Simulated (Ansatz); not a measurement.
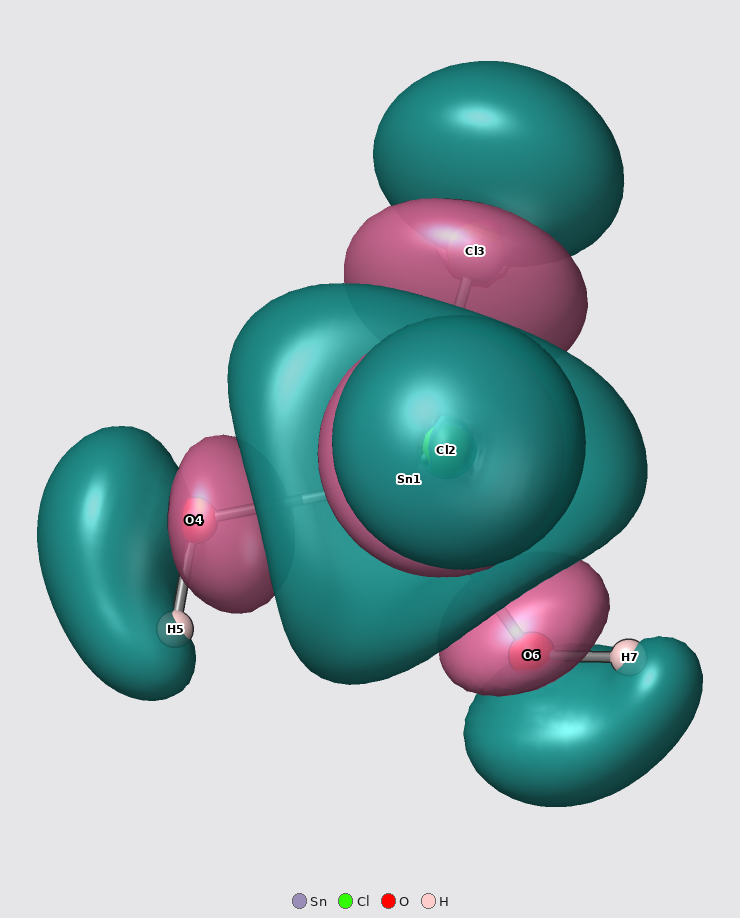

Cl₂H₂O₂Sn. One frontier orbital at ±0.06 Å⁻³ᐟ² (teal and pink are the two phases), seen across its widest extent.

Core potentials replace the inner electrons of Sn.

Method: RKS PBE-D4/def2-SVP (Ansatz 0.2.0).

```xyz
7

Sn   -0.0641    0.0088    0.0177
Cl   -0.0495    0.0638    2.3759
Cl    2.1528   -0.0873   -0.7373
O    -0.8677    1.6357   -0.7874
H    -1.8420    1.5327   -0.7822
O    -1.1573   -1.5494   -0.5744
H    -1.0047   -2.3007    0.0345
```

### Which orbital is it: HOMO or LUMO?

The LUMO, at −3.63 eV. Its weight (Hirshfeld) is mainly on Sn1 (about 35 %), Cl3 (about 20 %), Cl2 (about 20 %), O6 (about 15 %) and O4 (about 10 %).
